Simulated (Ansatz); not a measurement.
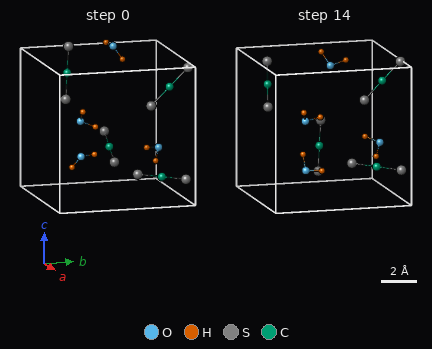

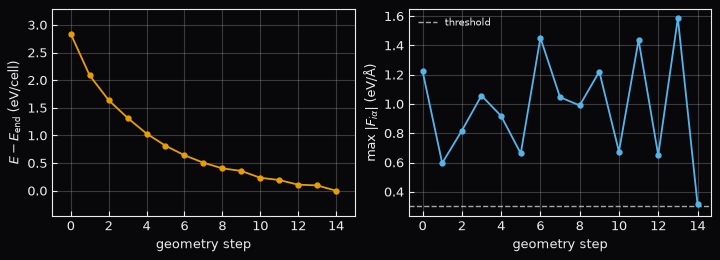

First and last geometry of a relaxation of an amorphous cell of composition H2CS2O, with the history of the run. Style: ball-and-stick. Shown: the cell of the calculation, slightly off an axis.

The cell holds 4 H2O + 4 CS2. The run prepares the start of a later molecular dynamics calculation, from a guessed geometry.

All numbers below come from DFT PBE-D3(BJ), scalar-relativistic, plane waves, PAW in Ansatz. Set-up: plane-wave cutoff 420 eV; k-point mesh 1 × 1 × 1; occupations fermi dirac; smearing width 0.02 eV; no spin polarisation; atoms relaxed in a fixed cell; force threshold 0.3 eV/Å; at most 15 steps.

> Did the run converge, and what did it change?

The relaxation stopped without meeting its thresholds, so the last structure isn't shown to be converged. It used up its limit of 15 steps. After 14 geometry steps the energy has fallen by 2.838 eV per cell of the calculation. The largest force component goes from 1.2 to 0.32 eV/Å. The atom that moves furthest is an S atom (1.56 Å along [−1 −1 −1]). By element the largest moves are S 1.56 Å, O 1.44 Å, H 1.21 Å, C 1.13 Å. The lattice vectors keep their values. Some distances before and after: S–S 2.927 → 3.675 Å, H–O 0.969 → 0.986 Å, C–S 1.561 → 1.571 Å. Among the angles between lasting bonds that change: H–O–H 104.0° → 101.4°. The run took of the order of 30 core-seconds on a shared host.

```json
{"step": "0", "E − E(0), meV/atom": "0.00", "largest force component, eV/Å": "1.2253"}
{"step": "1", "E − E(0), meV/atom": "-31.39", "largest force component, eV/Å": "0.5961"}
{"step": "2", "E − E(0), meV/atom": "-49.98", "largest force component, eV/Å": "0.8175"}
{"step": "3", "E − E(0), meV/atom": "-63.37", "largest force component, eV/Å": "1.0575"}
{"step": "4", "E − E(0), meV/atom": "-75.19", "largest force component, eV/Å": "0.9180"}
{"step": "5", "E − E(0), meV/atom": "-84.34", "largest force component, eV/Å": "0.6619"}
{"step": "6", "E − E(0), meV/atom": "-91.51", "largest force component, eV/Å": "1.4524"}
{"step": "7", "E − E(0), meV/atom": "-97.12", "largest force component, eV/Å": "1.0465"}
{"step": "8", "E − E(0), meV/atom": "-101.40", "largest force component, eV/Å": "0.9901"}
{"step": "9", "E − E(0), meV/atom": "-103.33", "largest force component, eV/Å": "1.2212"}
{"step": "10", "E − E(0), meV/atom": "-108.49", "largest force component, eV/Å": "0.6747"}
{"step": "11", "E − E(0), meV/atom": "-110.18", "largest force component, eV/Å": "1.4368"}
{"step": "12", "E − E(0), meV/atom": "-113.70", "largest force component, eV/Å": "0.6501"}
{"step": "13", "E − E(0), meV/atom": "-114.23", "largest force component, eV/Å": "1.5864"}
{"step": "14", "E − E(0), meV/atom": "-118.26", "largest force component, eV/Å": "0.3171"}
```

Limits of the set-up: the program's low-accuracy preset was used; the periodic images lie only 8.3 Å apart, so the values are limited by the cell's size.
